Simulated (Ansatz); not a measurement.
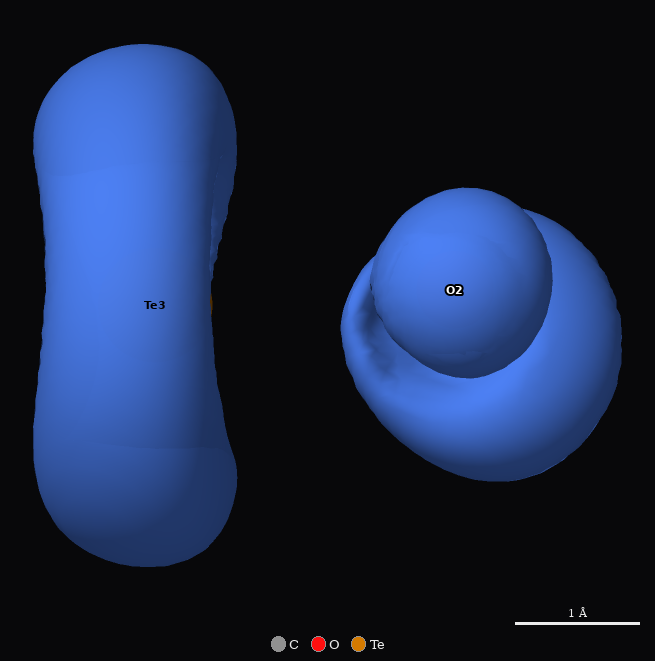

The picture shows: COTe. Isosurface of the electron localisation function at 0.8 (blue), seen from one side. Only the valence region is drawn (cores and ρ < 0.01 e/Å³ removed).

Geometry: B3LYP-D3(BJ)/def2-SVP; core potentials replace the inner electrons of Te.

Method: isolated molecule in a Gaussian basis; Kohn-Sham density functional theory, functional PBE0 (Ansatz 0.2.0).

> Identify the bonds, lone pairs and shells in this picture.

At this value the surface marks out one region on O in which the atom's valence shell and bonds are merged, one lobe on C, pointing away from the bonds (lone pairs) and one region wrapped around Te (its valence shell). Profiles from the grid: C–O (1.16 Å): the ELF peaks at about 0.85 between the atoms: a short, multiple covalent bond. C–Te (2.43 Å): the ELF peaks at about 0.60 in the valence shell of C, 0.7 Å from its nucleus, and drops to about 0.15 between the two atoms.
